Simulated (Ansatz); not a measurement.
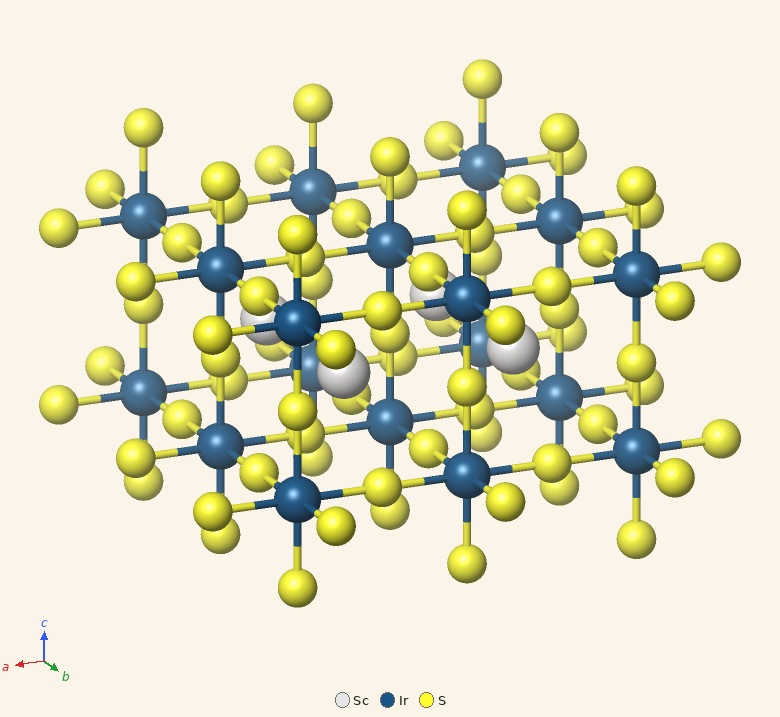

ScIrS₃ (space group Pm-3m, No. 221). Coordinates: coordinates from a relaxation with DFT PBE, scalar-relativistic, plane waves, PAW in Ansatz; the starting structure was generated, so it need not be a known form of this composition.

Bonds are taken as Ir–S below 2.6 Å; Sc is left out of the net, as the electropositive filling of the structure. The graph is simplified in the usual way: terminal and isolated atoms are pruned, two-connected atoms become edges.

> What kind of net remains, and which atoms are its nodes?

A uninodal 6-connected, three-periodic net: Ir is a 6-connected node. S becomes part of the edges.

> Name the underlying net.

It is the pcu net, known from NaCl, ReO3 and the B-X framework of perovskite.

> Is the net interpenetrated?

It is a single net, without interpenetration.

> Give the first eight terms of the coordination sequence (nodes one, two, three … edges away).

Ir: 6, 18, 38, 66, 102, 146, 198, 258.

The simplified net, drawn on the atoms' positions. Nodes are coloured by element. Short stubs are edges that leave the cut-out.

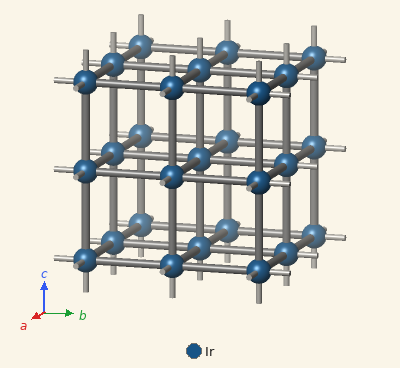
